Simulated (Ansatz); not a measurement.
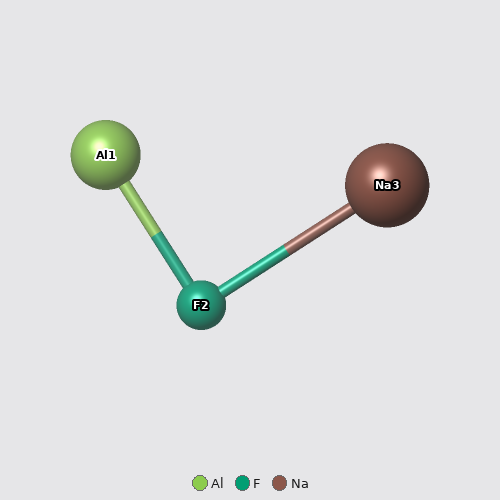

The system is Al + FNa, spin multiplicity 2; the picture shows the reference structure. Coordinates scanned: (1) distance Al1–F2; (2) distance F2–Na3. Nothing is relaxed (the angle Al1–F2–Na3 is fixed at 90 degrees). The scan uses a 17 × 17 grid. Points are written as (first, second). Energies are in eV, from Al far from the relaxed FNa (each part in its own basis). All numbers below come from UKS PBE0-D4/def2-SVPD (Ansatz).

Its coordinates:

```yaml
atoms:
  - { symbol: Al, position_ang: [-1.8010, 0.0000, 0.0000] }
  - { symbol: F, position_ang: [0.0000, 0.0000, 0.0000] }
  - { symbol: Na, position_ang: [0.0000, 2.2550, 0.0000] }
```

Range: distance Al1–F2 from 1.448 to 3.048 Å; distance F2–Na3 from 1.808 to 3.408 Å.

What landscape does the calculation give?

Answer. The lowest grid point is at (1.801 Å, 2.255 Å), −2.40 eV from Al far from the relaxed FNa (each part in its own basis). The highest grid point, (3.048 Å, 3.408 Å), lies 3.22 eV above the lowest.

```
distance F2–Na3 ↓, distance Al1–F2 →  1.492  1.630  1.801  1.994  2.205  2.431  2.669  2.919
                               3.408  −1.43  −2.17  −2.19  −1.75  −1.11  −0.47   0.11   0.60
                               3.153  −1.43  −2.20  −2.25  −1.84  −1.25  −0.64  −0.09   0.37
                               2.909  −1.39  −2.18  −2.28  −1.92  −1.39  −0.83  −0.32   0.10
                               2.676  −1.37  −2.19  −2.32  −2.00  −1.50  −1.00  −0.55  −0.17
                               2.458  −1.33  −2.19  −2.38  −2.11  −1.67  −1.20  −0.78  −0.43
                               2.255  −1.24  −2.15  −2.40  −2.20  −1.81  −1.39  −1.01  −0.70
                               2.072  −1.05  −2.02  −2.34  −2.20  −1.87  −1.50  −1.16  −0.87
                               1.915  −0.70  −1.74  −2.12  −2.04  −1.77  −1.45  −1.14  −0.88
                               1.808  −0.28  −1.36  −1.80  −1.77  −1.53  −1.24  −0.96  −0.72
```

The table holds every second grid line.

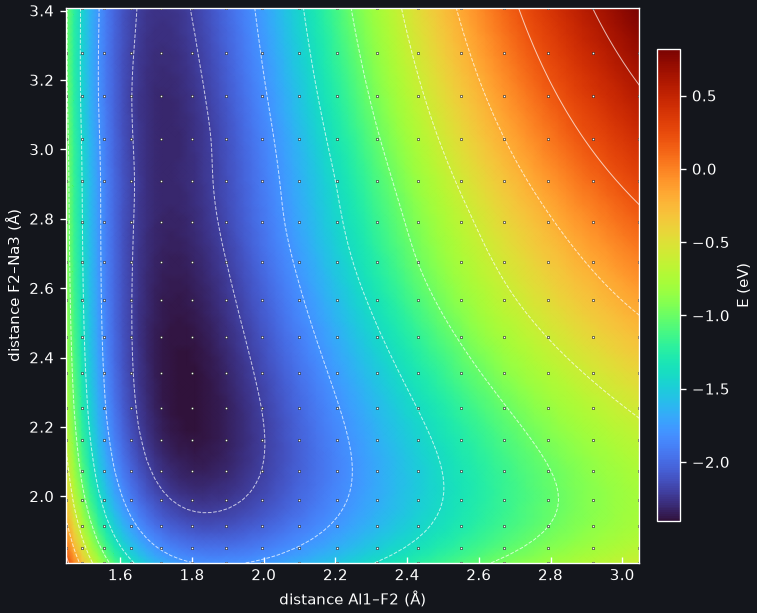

In the figure: a smooth colour map with a few white contour lines, dots at the grid points. Between grid points the surface is interpolated.

The whole map (289 points run) took 20 min on 1 thread of Intel(R) Xeon(R) Platinum 8488C (Sapphire Rapids), on a shared host.
